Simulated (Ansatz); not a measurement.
Two G0W0 runs on SnSe2 (P-3m1).

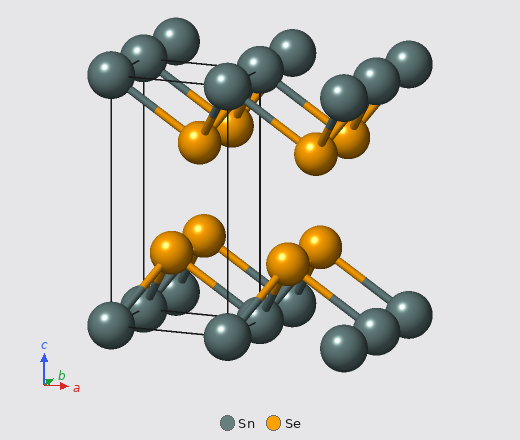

The structure (tin teal, selenium orange). Bonds to atoms that aren't drawn are left out. 2×2×1 cells are drawn. Some periodic images of atoms are drawn too.

```xyz
3
Lattice="3.8110 0.0000 0.0000 -1.9055 3.3004 0.0000 0.0000 0.0000 6.1360" Properties=species:S:1:pos:R:3 pbc="T T T"
Sn    0.0000    0.0000    0.0000
Se    0.0000    2.2003    1.6042
Se    1.9055    1.1001    4.5318
```

Geometry: measured cell, ions relaxed with PBE. The runs that relaxed it are not among those shown.

The first (Ansatz 0.2.0; start PBE, 6×6×4 mesh, 910 empty bands, screening to 100 eV, PAW set soft_1 files; 1 × NVIDIA H100 80GB HBM3 (shared by 6 runs) with 2 threads of AMD EPYC 7R13 (Zen 3), shared host) gave, on its mesh: starting gap 0.70 eV, G0W0 gap 1.15 eV, RPA ε∞ (mean) 13.29, 2.5 min.

Q: The second changes empty bands from 910 to 61 and screening cutoff (eV) from 100 to 150. What does it give?

It gave: starting gap 0.70 eV, G0W0 gap 1.17 eV, RPA ε∞ (mean) 13.23, 16 s. The G0W0 gap moves by +0.02 eV, +0.00 eV from the start and +0.02 eV from the correction. Σc changes by +0.45 eV at the valence top and +0.47 eV at the conduction bottom, and Σx − Vxc between them by +0.00 eV.

Limits: not at the basis limit; no spin-orbit coupling; coarse k mesh.

[Paths, hosts, dates, memory and timing lines, banners, echoed tables and standing remarks are left out of the program output.]

[Logs are printed without paths, hosts, clocks, repeated set-up lines and the standing remarks that a program may print on its own settings, such as how far it seeks lower states.]

[Runs of the session that timed out or met a known fault of the program may be left out.]

[Cells called generated may have been cut or substituted from an entry of the Crystallography Open Database or the Materials Project.]

[Hosts, paths, dates, database ids (printed as entryN), source tags and the programs' standing remarks are cut or masked in the printed files.]
